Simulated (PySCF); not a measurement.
# C4H7NSi: the cost of one run

Computed with PySCF 2.14.0, with density-fitted response routines of our own, on a single molecule in the gas phase. Atoms are numbered from 0 throughout.

### Step 1. Starting geometry

13 atoms, charge 0, multiplicity 1; geometry from: GFN2-xTB. The atoms were then displaced at random by about 0.01 Å, so the start is not that level's minimum.

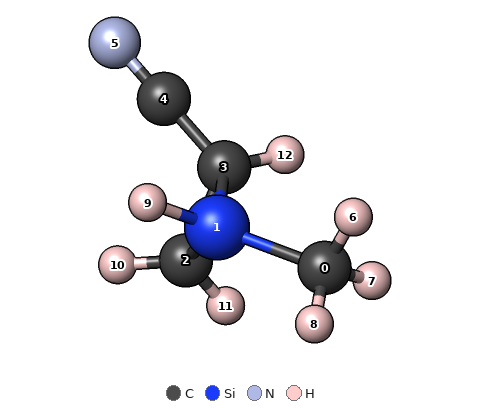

The starting geometry (carbon dark grey, silicon blue, nitrogen light blue, hydrogen pink), atoms numbered.

### Step 2. Optimising the geometry at PBE0-D3(BJ)/def2-SVP

Job settings and geometry (Å):

```
{"job": {"xc": "PBE0", "basis": "def2-SVP", "d3": "d3bj", "grid": 1, "shake": 0.01, "kind": "geom"}, "charge": 0, "multiplicity": 1}
C      2.168220     0.072810     0.089170
Si     0.394330    -0.052540     0.783320
C     -0.882630    -1.104460    -0.131820
C     -1.000660     0.415520    -0.400510
C     -2.190960     1.020090     0.109270
N     -3.119820     1.533850     0.571190
H      2.570610     1.085070     0.262960
H      2.176830    -0.078080    -0.990840
H      2.809000    -0.616850     0.572870
H      0.194440     0.200880     2.211360
H     -1.688980    -1.555890     0.431800
H     -0.590390    -1.691150    -0.983470
H     -0.834160     0.753870    -1.414220
```

Run with:

```console
$ OMP_NUM_THREADS=1 python probes_run.py task.json out
```

This one command runs all jobs of the session in turn.

**Question.** How long does this first job take on 1 thread of Arm Neoverse V2, shared host, and how much memory does it need?

About 35 s, with a peak of 0.51 GiB.
